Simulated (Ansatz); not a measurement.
H3ISi2

Input

```
crystal:
  periodic: [false, false, false]
  atoms:
    - { symbol: Si, position_ang: [-0.67799, 0.24613, -0.84096] }
    - { symbol: Si, position_ang: [0.32172, -0.03811, 1.13033] }
    - { symbol: I, position_ang: [1.99838, -1.93506, 1.01518] }
    - { symbol: H, position_ang: [-1.24068, -0.659, -1.85098] }
    - { symbol: H, position_ang: [-1.68238, 1.31967, -0.79247] }
    - { symbol: H, position_ang: [1.28095, 1.06637, 1.3389] }
basis:
  gaussian: { orbitals: def2-SVP }
hamiltonian:
  xc: revpbe
  dispersion: d4
relax:
  f_tol: 0.02
  max_steps: 50
output:
  orbitals: {}
```

Run with:

```sh
ansatz run input.yaml --threads 1 --pin off --max-ram 2048MiB --backend cpu --events-out ev --progress --plain --runs-dir out
```

The fields are those of the relaxed geometry.

Core potentials replace the inner electrons of I.

Theory: Ansatz, RKS revPBE-D4/def2-SVP.

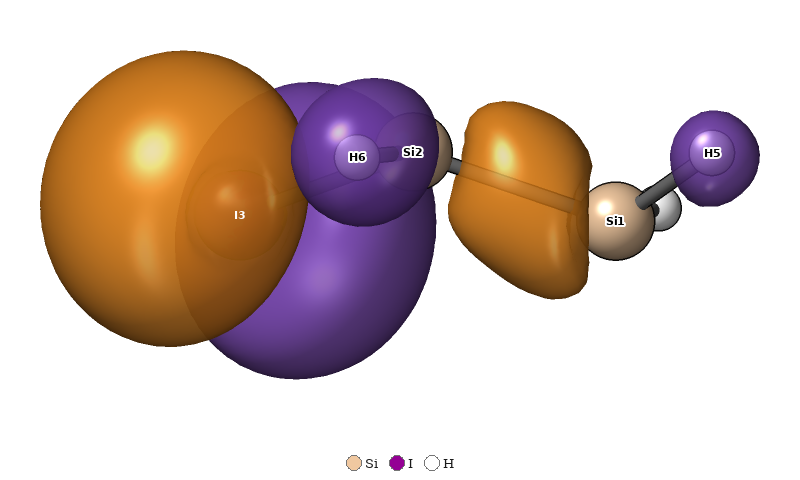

Figure 1. The HOMO−1 at ±0.08 Å⁻³ᐟ² (orange and purple are the two phases), seen from one side.

> Where does this orbital lie, and at what energy?

By Hirshfeld shares it lies mainly on I3 (about 85 %); largely a lone pair of I3. Its energy is −6.60 eV.

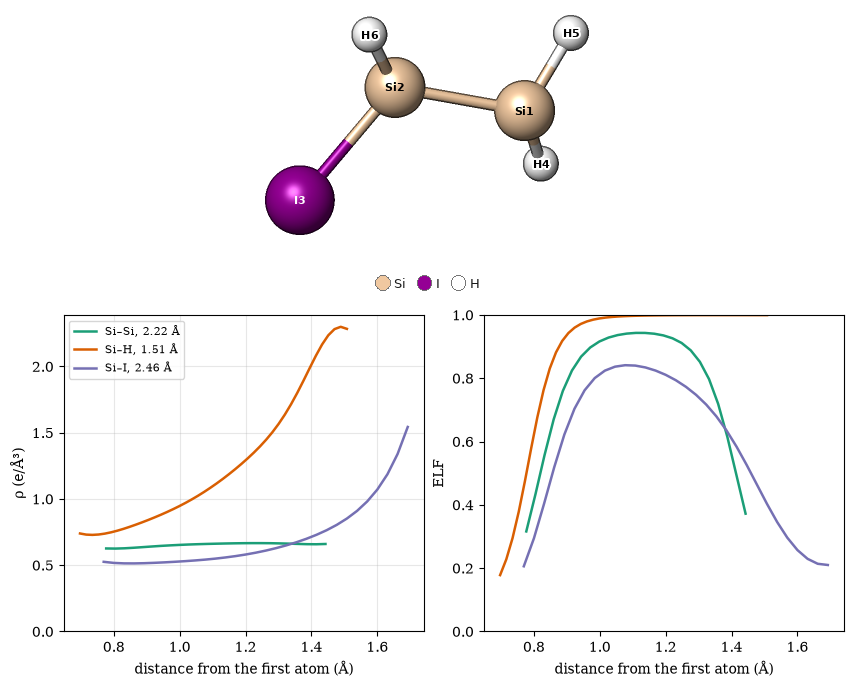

Figure 2. Electron density and ELF along straight lines between neighbouring atoms. The curves leave out the atomic cores. The structure is drawn too.

> Compare the contacts.

Si–Si (2.22 Å): the density is about 0.66 e/Å³ at the midpoint; the ELF peaks at about 0.95 between the atoms; a covalent bond.
Si–H (1.51 Å): ρ at the midpoint is about 0.73 e/Å³; the ELF climbs to about 1 towards the hydrogen, as it does in any bond to H.
Si–I (2.46 Å): the density is about 0.59 e/Å³ at the midpoint, with its minimum of 0.51 e/Å³ about 0.9 Å from Si; the ELF peaks at about 0.85 between the atoms (localised, covalent bonding).

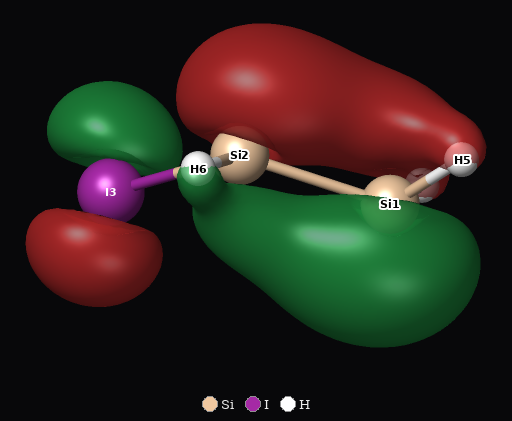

Figure 3. One frontier orbital at ±0.1 Å⁻³ᐟ² (green and red are the two phases), seen from one side.

> Which orbital is it: HOMO or LUMO?

The HOMO, at −5.45 eV. Its weight (Hirshfeld) is mainly on Si1 (about 45 %), Si2 (about 30 %) and I3 (about 20 %).
